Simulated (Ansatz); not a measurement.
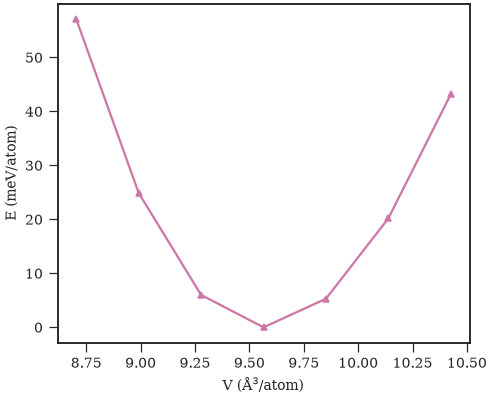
Figure. FeO (rock salt, Fm-3m) under volume change, DFT-PBEsol in the program Ansatz with PAW potentials, shape and atoms relaxed at each volume.

Question: What does a third-order Birch–Murnaghan fit give for V₀, B₀ and B′?

Answer: V₀ = 9.58 Å³/atom, B₀ = 200 GPa, B′ = 2.8.

The PBEsol relaxation kept the symmetry of its start. Magnetic state: ferromagnetic, chosen from 4 collinear starts compared on coarse meshes (ties went to the first, and starts can fall back to one state), not a proven ground state. Textbook magnetic order: antiferromagnetic. No Hubbard U is applied.

Potentials: the later of the program's two PAW sets.
